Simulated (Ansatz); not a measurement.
# Run report: C4H12Si, molecular dynamics (part 4 of 4)

The same run, continued: C4H12Si; RKS PBE0/STO-3G (Ansatz 0.2.0). It belongs to a series of runs on one base structure; here: dynamics from the start.

Geometry of the input (Å):
```
Si 0.0005  0.0000  0.0005
C  0.0210  -0.1199  1.8677
H  -0.9935  -0.1772  2.2733
H  0.5617  -1.0101  2.2027
H  0.5078  0.7510  2.3165
C  1.7567  0.1001  -0.6374
H  2.3352  -0.7824  -0.3484
H  1.7796  0.1675  -1.7291
H  2.2739  0.9788  -0.2409
C  -0.9389  1.5337  -0.5157
H  -1.9729  1.5050  -0.1593
H  -0.4750  2.4385  -0.1119
H  -0.9673  1.6345  -1.6047
C  -0.8368  -1.5138  -0.7127
H  -1.8672  -1.6037  -0.3550
H  -0.8687  -1.4725  -1.8057
H  -0.3082  -2.4299  -0.4317
```

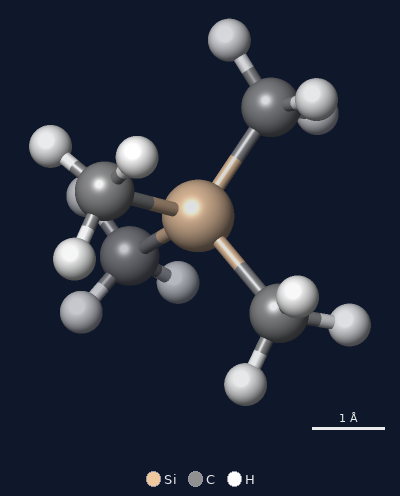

**Figure 1.** The geometry at step 333 of the log (ball-and-stick view, seen at a tilt).

### Trajectory as extended XYZ, continued
```
17
Properties=species:S:1:pos:R:3:forces:R:3 step=167 time_fs=83.5 energy=-12072.67106 temperature=226.3
Si    0.0040    0.0039    0.0321    0.4644   0.1947  -0.3262
C     0.0307   -0.0355    1.9155   -0.0075  -1.0581  -1.2242
H    -0.9731    0.3144    2.2085    0.6359  -0.1158   0.6617
H     0.1865   -1.1089    2.1923   -0.2103   1.1377   0.3207
H     0.8605    0.5858    2.2870   -0.5746  -0.1431   0.2817
C     1.7529    0.0596   -0.6729    0.6397  -0.2087  -0.0808
H     1.9513   -0.8229   -1.3064   -0.0718   0.2849   0.3137
H     2.0717    0.9268   -1.2496   -0.8352   0.3609  -0.4881
H     2.5097    0.0804    0.1073    0.0528  -0.5910   0.5934
C    -0.9909    1.4626   -0.5504   -1.3441   0.1630   0.2926
H    -2.0752    1.2355   -0.7072    0.9422  -0.0467   0.3401
H    -0.9448    2.2691    0.1886    0.0284   0.1555  -0.1911
H    -0.6418    1.8366   -1.5028    0.3580   0.2959  -0.3863
C    -0.8008   -1.4956   -0.7132   -0.8019   1.0407  -1.4685
H    -1.8112   -1.6988   -0.3443    0.2747  -0.2735   0.3562
H    -0.9470   -1.2671   -1.7951    0.1951  -0.1982   0.6777
H    -0.1603   -2.3535   -0.6795    0.2543  -0.9985   0.3275
17
Properties=species:S:1:pos:R:3:forces:R:3 step=208 time_fs=104.0 energy=-12072.61014 temperature=173.8
Si    0.0229    0.0075    0.0393   -0.8529  -0.0637   0.1124
C     0.0769    0.0197    1.9466    0.1648  -0.0103  -2.2012
H    -0.8886    0.3628    2.3186    0.1361  -0.1012   0.5074
H     0.3798   -0.9556    2.3290   -0.1745   0.0522   0.3514
H     0.8686    0.7512    2.1193   -0.1289   0.0794   0.7911
C     1.7584   -0.0280   -0.6068    1.6960   1.2692  -0.3032
H     1.8508   -0.7387   -1.4252    0.0250  -0.2497  -0.1036
H     2.1196    0.9338   -1.0080   -0.6459  -0.0473  -0.1839
H     2.5687   -0.2343    0.1089   -0.6476  -0.5735   0.2664
C    -1.0767    1.4407   -0.5390    0.2847  -0.0628  -0.5164
H    -2.0832    1.0320   -0.5776   -0.4239  -0.0720   0.1539
H    -1.1289    2.3339    0.0948    0.3455  -0.1234  -0.0257
H    -0.8761    1.7495   -1.5823    0.2470  -0.0138   0.5406
C    -0.7991   -1.4515   -0.8273    0.2857  -0.2776   0.4568
H    -1.8214   -1.5993   -0.4689    0.0995  -0.4228   0.2489
H    -0.9082   -1.2386   -1.8886    0.1934   0.2508  -0.3072
H    -0.1955   -2.3788   -0.7587   -0.6041   0.3664   0.2124
17
Properties=species:S:1:pos:R:3:forces:R:3 step=250 time_fs=125.0 energy=-12072.58326 temperature=177.0
Si   -0.0098    0.0037    0.0111    0.6919  -0.2731   0.2540
C     0.1044    0.0509    1.9013   -0.6127   0.2486  -2.6971
H    -0.8894    0.1800    2.2757   -0.6698   0.1500   0.8614
H     0.5066   -0.8807    2.1805    0.6735  -1.4539   1.1347
H     0.7572    0.8567    2.1805    0.3251   0.5159   0.4784
C     1.7894   -0.0074   -0.5831    1.4640   0.7128   0.9077
H     1.9789   -0.5053   -1.5335   -0.3385  -0.1566  -0.2333
H     2.3120    0.9718   -0.6495   -0.9062  -0.1662  -0.1600
H     2.4453   -0.5175    0.1644   -0.8701  -0.1011  -0.4441
C    -1.0845    1.4128   -0.5087    1.8797   1.5326  -1.3087
H    -2.1294    1.2604   -0.3961   -1.3051  -0.5437   0.3027
H    -0.8193    2.3048    0.0673   -0.1090   0.1147  -0.0839
H    -0.9049    1.6595   -1.5802   -0.1990  -0.1114   0.7277
C    -0.8126   -1.4680   -0.8040    0.8346  -1.3568   0.9676
H    -1.8625   -1.5859   -0.5263    0.0671  -0.3096   0.2711
H    -0.8096   -1.2856   -1.8607    0.0576   0.2084  -1.0222
H    -0.2285   -2.4215   -0.6545   -0.9831   0.9894   0.0439
17
Properties=species:S:1:pos:R:3:forces:R:3 step=292 time_fs=146.0 energy=-12072.76994 temperature=268.9
Si    0.0044   -0.0166   -0.0320   -1.4049   0.5498   0.3188
C     0.0659   -0.0214    1.8479   -0.5194   0.1939  -2.7111
H    -0.9195   -0.0569    2.2321   -1.2273  -0.1907   0.9374
H     0.6640   -0.8242    2.1798    0.8253  -1.1592   0.8928
H     0.5063    0.9128    2.0748    0.7246   1.2202   0.9632
C     1.7478    0.0759   -0.5409    2.4818  -0.2923  -1.3313
H     1.8952    0.0016   -1.6399   -0.2552   0.0579   0.5724
H     2.2642    0.9989   -0.2451   -0.4341   0.0881   0.0611
H     2.3882   -0.7257   -0.1173   -0.6740   0.1914  -0.0918
C    -0.9955    1.5331   -0.5302   -0.2158  -0.9089   0.6898
H    -1.9958    1.3980   -0.1000   -0.0419   0.0544  -0.1280
H    -0.6246    2.4651   -0.1082    0.4198   0.0756   0.1086
H    -1.1319    1.6840   -1.5952    0.1413  -0.1253  -0.4492
C    -0.8294   -1.5647   -0.7095    0.1229   0.3492  -0.1772
H    -1.8802   -1.6084   -0.3911    0.2314  -0.1337  -0.0095
H    -0.8120   -1.6048   -1.8099   -0.0006   0.1216   0.2820
H    -0.3004   -2.4521   -0.3496   -0.1740  -0.0919   0.0719
17
Properties=species:S:1:pos:R:3:forces:R:3 step=333 time_fs=166.5 energy=-12072.81678 temperature=167.7
Si   -0.0330   -0.0042   -0.0466    1.1659  -0.5458   0.7545
C    -0.0036   -0.0870    1.8437    0.3316  -0.4024  -2.2402
H    -0.9696   -0.3477    2.2055   -1.0766  -0.3230   0.6203
H     0.7063   -0.8508    2.1125    0.4006  -0.3501   0.5913
H     0.2829    0.8569    2.2359    0.4651   1.0779   0.7725
C     1.7854    0.1594   -0.6102    0.3367   0.0105  -0.7121
H     1.9699    0.4856   -1.6660   -0.6730  -0.2812   0.8108
H     2.3019    0.9062    0.0068   -0.1870  -0.0143   0.0876
H     2.3698   -0.7693   -0.4974   -0.4100   0.0968   0.1131
C    -0.9109    1.5402   -0.5432   -0.8196   0.3290   0.9155
H    -1.8689    1.7213   -0.0078    0.6279  -0.3138  -0.4028
H    -0.2663    2.3857   -0.3278    0.2099   0.3461   0.1138
H    -1.0959    1.5558   -1.5949   -0.3779   0.0753  -1.1283
C    -0.8264   -1.6130   -0.6029   -0.6408   1.1365  -1.5302
H    -1.8885   -1.6276   -0.3102    0.2908  -0.0694  -0.1406
H    -0.7686   -1.7421   -1.7119   -0.1240   0.0404   0.9342
H    -0.3417   -2.4499   -0.1447    0.4804  -0.8126   0.4406
17
Properties=species:S:1:pos:R:3:forces:R:3 step=375 time_fs=187.5 energy=-12072.85361 temperature=187.3
Si    0.0150   -0.0089   -0.0128   -1.6379   0.5084   0.3991
C    -0.0499   -0.1391    1.8575    0.0224  -0.3701  -0.9961
H    -1.0391   -0.5166    2.1067   -0.1738  -0.0056   0.3711
H     0.6877   -0.8818    2.1767   -0.0040   0.2418   0.3193
H     0.1019    0.8165    2.3404    0.2205   0.2545   0.4250
C     1.7078    0.1793   -0.6410    1.7361   0.6853  -1.2106
H     1.6950    0.7562   -1.5841   -0.1485  -0.2847   0.2702
H     2.3400    0.7868    0.0256   -0.1209  -0.4501   0.0398
H     2.2256   -0.7537   -0.8879    0.0145   0.0001   0.3604
C    -0.8748    1.5663   -0.6097   -0.0126  -0.4067   0.6652
H    -1.7610    1.8171   -0.0054    0.1645  -0.1893  -0.2580
H    -0.1976    2.4208   -0.5444    0.1417   0.0329   0.1277
H    -1.1679    1.4981   -1.6549   -0.2175  -0.1562  -0.2312
C    -0.8084   -1.5978   -0.5729   -0.1418   0.3558  -0.3575
H    -1.8634   -1.5882   -0.2722    0.0328   0.0370  -0.2836
H    -0.7344   -1.7724   -1.6594   -0.1262  -0.0049   0.4121
H    -0.3617   -2.4386   -0.0460    0.2507  -0.2482  -0.0529
17
Properties=species:S:1:pos:R:3:forces:R:3 step=417 time_fs=208.5 energy=-12072.68086 temperature=174.0
Si   -0.0053    0.0178    0.0418    1.2721  -0.5282  -0.6264
C    -0.0855   -0.1506    1.9224   -0.0260   0.8629   0.0002
H    -1.0790   -0.5453    2.2477    0.7893   0.4330  -0.2919
H     0.6889   -0.8625    2.2633   -0.2750   0.4814   0.0807
H     0.0753    0.8663    2.3761   -0.0873  -1.2741  -0.0620
C     1.7759    0.1696   -0.7309   -0.3725  -0.2684   0.9450
H     1.8126    0.8454   -1.5788   -0.6119   0.3099  -0.4215
H     2.5400    0.5987   -0.0491   -0.4350  -0.7400  -0.0247
H     2.1036   -0.8024   -1.1315    0.1907   0.1624   0.4783
C    -0.8818    1.4975   -0.6307    0.3764   0.3845  -1.4356
H    -1.7362    1.7545   -0.0410   -0.9908   0.3509   0.3967
H    -0.2225    2.3796   -0.6803   -0.1933  -0.2827   0.1692
H    -1.2057    1.2988   -1.6830    0.1189   0.1545   0.9769
C    -0.8049   -1.5459   -0.6191    0.8925  -0.7646   1.8549
H    -1.8638   -1.6321   -0.3742   -0.2051   0.2688  -0.2226
H    -0.6452   -1.6266   -1.6741   -0.0820  -0.3177  -1.0178
H    -0.3214   -2.4197   -0.1023   -0.3611   0.7673  -0.7993
17
Properties=species:S:1:pos:R:3:forces:R:3 step=458 time_fs=229.0 energy=-12072.63005 temperature=195.3
Si    0.0483    0.0132    0.0509   -1.8213   0.1890  -0.0227
C    -0.0342   -0.0675    1.9213   -1.0807   0.0434   1.4009
H    -1.0792   -0.4271    2.1944    1.3492   0.6388  -0.3008
H     0.6464   -0.8393    2.3507   -0.2310   0.7403  -0.3249
H     0.1209    0.9241    2.4624   -0.0469  -1.4889  -0.9044
C     1.7115    0.0744   -0.6745    1.2195   0.7127  -0.1939
H     1.7786    0.8516   -1.4286   -0.2070   0.1606  -0.4857
H     2.4552    0.3871    0.0638    0.3127  -0.7026  -0.0077
H     1.9369   -0.8751   -1.1701    0.4866   0.1025   0.3832
C    -0.9834    1.4713   -0.6211    1.2985  -0.3988  -1.1311
H    -1.8813    1.6547   -0.0520   -0.5753   0.0756   0.2602
H    -0.3907    2.4037   -0.6597   -0.2607  -0.3248   0.2202
H    -1.2516    1.2451   -1.6852    0.0020   0.1865   1.0149
C    -0.7575   -1.5040   -0.7013   -0.1121  -0.6249   1.7386
H    -1.8128   -1.4637   -0.4391   -0.4051  -0.0912  -0.2505
H    -0.6604   -1.4126   -1.7660   -0.0047  -0.3320  -0.9123
H    -0.4067   -2.5075   -0.3451    0.0763   1.1139  -0.4842
17
Properties=species:S:1:pos:R:3:forces:R:3 step=500 time_fs=250.0 energy=-12072.59897 temperature=179.5
Si   -0.0080    0.0110    0.0201    1.2839  -0.1874  -0.3356
C     0.0053    0.0173    1.8848    0.4784  -0.2683   2.4940
H    -0.9694   -0.1626    2.4444    1.1013   0.2593  -1.2447
H     0.7239   -0.7612    2.3052   -0.9077   1.1015  -0.6879
H     0.3832    1.0208    2.2544   -0.4130  -1.2352  -0.4942
C     1.8434    0.0199   -0.6069   -2.4155   0.9841  -0.5305
H     2.0073    0.8210   -1.3406   -0.2979  -0.1634  -0.1049
H     2.5486    0.2395    0.1703    0.6059  -0.4753   0.8553
H     2.0143   -0.9236   -1.1176    0.5283  -0.2890   0.1812
C    -1.0369    1.4255   -0.5497   -0.7382   0.6605   0.5560
H    -1.9947    1.3917    0.0330    0.8212   0.2773  -0.7357
H    -0.5663    2.4058   -0.4123   -0.1552  -0.0611   0.1078
H    -1.2595    1.3132   -1.6077   -0.2502   0.0683  -0.2429
C    -0.8003   -1.4818   -0.7674    0.3325   0.0846  -0.0992
H    -1.8440   -1.6859   -0.5196   -0.1201   0.4243  -0.1025
H    -0.6686   -1.4085   -1.8645   -0.2292  -0.2569   0.5723
H    -0.2456   -2.3267   -0.3960    0.3756  -0.9234  -0.1886
```
